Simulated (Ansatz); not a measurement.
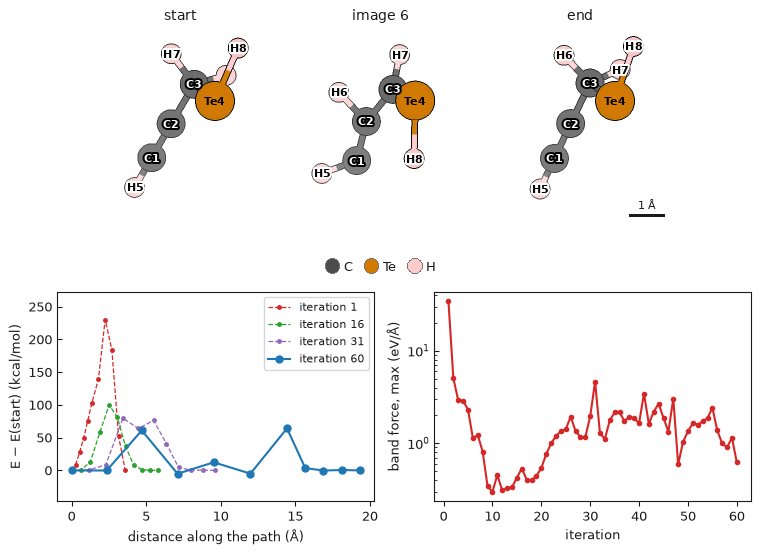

A nudged-elastic-band calculation for C₃H₄Te. Images are numbered from 0 (start) to 10 (end). The plot follows the band through its iterations. The picture is a ball-and-stick view, seen from a free direction.

Theory: Ansatz, RKS PBE-D4/def2-SVP. Settings: 9 movable images; climbing image; force threshold 0.05 eV/Å; iteration limit 60; starting path through a guess of the saddle point.

**Did the band converge, and can the barrier be trusted?**

The result isn't final. The band hadn't converged when the run stopped after 60 iterations. The largest component of the band force went from 34 to 0.62 eV/Å. The barrier read from it is provisional, though the highest image hardly moved in the last two iterations. The first iteration put the highest image at 230.5 kcal/mol. Relative to the start the highest point is image 6 at +64.2 kcal/mol and the end lies at 0.0 kcal/mol, but the profile dips to −5.0 kcal/mol at image 3 on the way, so there may be more than one step; on an unconverged band the side maxima are provisional.

The run took 5.2 min on 2 threads of Intel(R) Xeon(R) 6975P-C (Granite Rapids) (shared host), peak memory 0.16 GiB.
